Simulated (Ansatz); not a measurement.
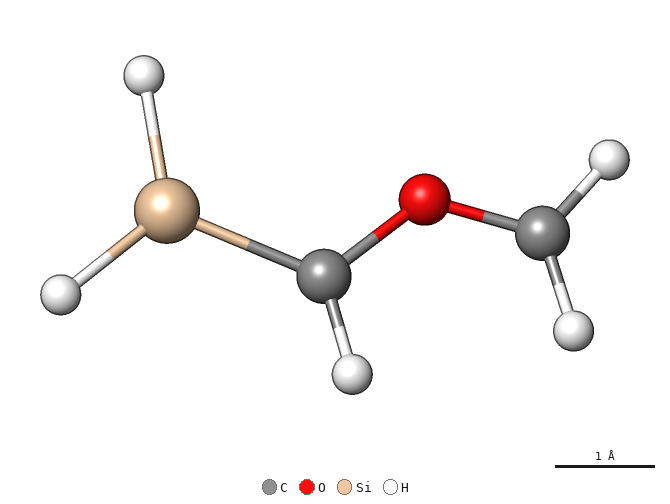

The structure as it stands in the input.

The calculation was set up as follows.

```yaml
crystal:
  periodic: [false, false, false]
  atoms:
    - {symbol: C, position_ang: [0.592312, 1.770885, -0.534797]}
    - {symbol: O, position_ang: [-0.144455, 0.833617, -0.153074]}
    - {symbol: C, position_ang: [0.247582, -0.465482, 0.046525]}
    - {symbol: Si, position_ang: [-0.935806, -1.616365, 0.580361]}
    - {symbol: H, position_ang: [1.647473, 1.598370, -0.742030]}
    - {symbol: H, position_ang: [0.112371, 2.737730, -0.639639]}
    - {symbol: H, position_ang: [1.296137, -0.664970, -0.153403]}
    - {symbol: H, position_ang: [-2.325076, -1.193363, 0.809828]}
    - {symbol: H, position_ang: [-0.490539, -3.000422, 0.786248]}
basis:
  gaussian: {orbitals: def2-TZVPP}
total_charge: 1
hamiltonian: {xc: r2scan, dispersion: d4}
```

It was started with:

```sh
ansatz run in.yaml --threads 2 --pin off --events-out ev --progress --plain --max-ram 4352MiB
```

Output:

```
Functional definition: r2SCAN
  name "r2SCAN"
  cite "Furness, Kaplan, Ning, Perdew & Sun, J. Phys. Chem. Lett. 11, 8208 (2020) doi:10.1021/acs.jpclett.0c02405"
  cite "Furness, Kaplan, Ning, Perdew & Sun, J. Phys. Chem. Lett. 11, 9248 (2020) doi:10.1021/acs.jpclett.0c03077"
  parent r2scan
  parameter k0 = 0.174
  parameter k1 = 0.065
  parameter a1 = 4.9479
  exchange = r2scan_x(k0 = k0, k1 = k1, a1 = a1)
  correlation = r2scan_c
1094 factors; their error is unknown
mean field evaluation 1: about -12054.5695 eV, gradient 7.9e1 eV
mean field evaluation 2: about -12000.6133 eV, gradient 1.6e2 eV
mean field evaluation 4: about -12067.9321 eV, gradient 1.7e1 eV
mean field evaluation 8: about -12068.5347 eV, gradient 1.7e-1 eV
mean field evaluation 16: about -12068.5052 eV, gradient 9.1e-4 eV
mean field -12068.50518686 eV, -443.5093852904 hartree, gradient 8.6e-6 eV, S^2 0.000000; 0 other end points of the search recorded, 0 dependent functions left out
reference -12068.50519955 eV, -443.5093857569 hartree; 19, 19 occupied and 186, 186 virtual orbitals, 1094 factors
Total energy: -12068.53858353 eV, -443.5106125954 hartree
```
